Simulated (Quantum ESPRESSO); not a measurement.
**What a tighter setting buys: conv_thr, Y₃Mg (Pm-3m, 4 atoms in the cell)**

```yaml
crystal:
  lattice:
    - [4.88409, 0.00000, 0.00000]
    - [0.00000, 4.88409, 0.00000]
    - [0.00000, 0.00000, 4.88409]
  atoms:
    - { symbol: Y, position: [0.50000, 0.50000, 0.00000] }
    - { symbol: Y, position: [0.00000, 0.50000, 0.50000] }
    - { symbol: Y, position: [0.50000, 0.00000, 0.50000] }
    - { symbol: Mg, position: [0.00000, 0.00000, 0.00000] }
```

Method of the run: PBEsol, SSSP 1.1.2 efficiency (PBE) pseudopotentials (plane waves; Quantum ESPRESSO 7.5).

Base settings: ecutwfc = 40 Ry; ecutrho = 320 Ry; occupations = smearing; smearing = gauss; degauss = 0.0073499 Ry; input_dft = pbesol; potentials = {Y: Y_pbe_v1.uspp.F.UPF, Mg: Mg.pbe-n-kjpaw_psl.0.3.0.UPF}; K_POINTS = automatic 6 6 6 1 1 1; conv_thr = 1e-10 Ry; mixing_beta = 0.7.

Misses are taken against the tightest run, 7.3e-14 Ry, which need not be fully converged itself. The energy is the free energy per atom.

The count of work is k-points × plane waves × bands × iterations; it is no time, and leaves out set-up, grids and terms that scale otherwise. 

The starting cell comes from a database of computed structures (which also holds hypothetical and non-ambient phases and stackings), without a prior relaxation at this level. Its lattice was rescaled by a random factor within 2.5 % of one.

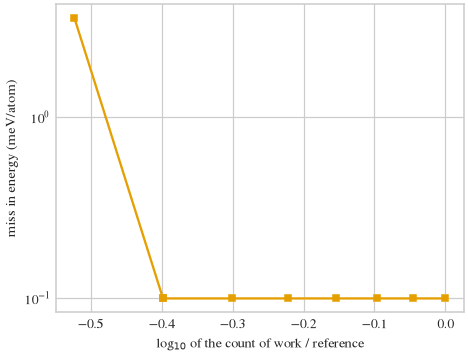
Miss against the count of work; the reference run is not drawn, and misses under 0.1 meV/atom are drawn there.

```
conv_thr    energy less reference (meV/atom)  pressure less reference (GPa)  count of work / reference
----------  --------------------------------  -----------------------------  -------------------------
0.0073 Ry                               3.55                           1.67                       0.30
0.00073 Ry                              0.10                          -0.11                       0.40
7.3e-05 Ry                              0.10                          -0.11                       0.40
7.3e-06 Ry                              0.00                          -0.08                       0.50
7.3e-07 Ry                              0.00                           0.03                       0.60
7.3e-08 Ry                              0.00                           0.00                       0.70
7.3e-10 Ry                              0.00                           0.00                       0.80
1e-10 Ry                                0.00                           0.00                       0.90
7.3e-12 Ry                              0.00                           0.00                        1.0
7.3e-14 Ry                              0.00                           0.00                        1.0
```

Coarsest setting among those run that, with all tighter ones, holds the energy within 1 meV/atom of the reference: 0.00073 Ry, off by 0.10 meV/atom; it needs 0.40 of the reference's count of work.

The step from 0.0073 Ry to 7.3e-08 Ry: it takes the miss in the energy from 3.5 to 0.00 meV/atom, for 2.3 times the count of work.
